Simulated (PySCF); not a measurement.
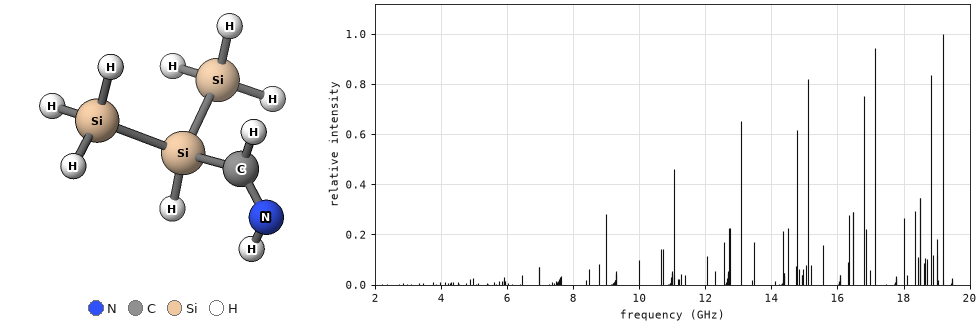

CH₉NSi₃. Simulated rotational absorption lines between 2 and 20 GHz at 3 K: rigid rotor with the equilibrium constants and dipole of one optimised conformer (PBE0-D3(BJ)/def2-SVP, PySCF 2.14.0), commonest isotopes; no centrifugal distortion, hyperfine structure, internal rotation or nuclear-spin weights; lines within 1 MHz of each other are summed.

Q: What are the rotational constants, and what kind of rotor is it?

A: Rotational constants A, B, C = 1.926, 1.809, 1.019 GHz; Ray's κ = 0.74, an asymmetric top on the oblate side.

Q: Which dipole components drive the lines?

A:
|μa|, |μb|, |μc| = 1.53, 0.06, 0.70 D; a-type lines carry 90 % of the intensity in this range.

Caveats: coarse grid, loose stop and no frequency check, small forces are noise and the end may be a saddle.
